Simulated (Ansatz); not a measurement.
Os, response to strain

Take Os in the hcp (Mg type) structure (space group P6_3/mmc, No. 194; a = 2.7290 Å, c = 4.3091 Å; relaxed with 0.1 eV smearing) as the base. Axes: x lies along a and z along c of the hexagonal cell.

Strains are applied to the cell and any free atomic positions relax.

Level of theory: PBEsol (Ansatz, a first-principles code), without spin-orbit coupling.

Notes on the quantities. pressure: mean of the normal stresses, compression positive.

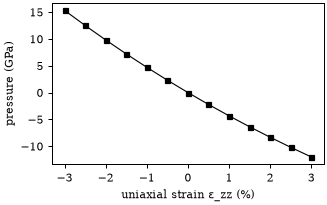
Fig. 1. Pressure against uniaxial strain ε_zz

Question: From the plot, what is the pressure for uniaxial strain ε_zz = −3.00 %?

Answer: About 15 GPa.

Question: Is the trend monotonic over the range shown?

Answer: Yes, it falls throughout, spanning -12.0 GPa to 15.3 GPa.

Stability against distortions was not tested. All final runs are without spin polarisation.
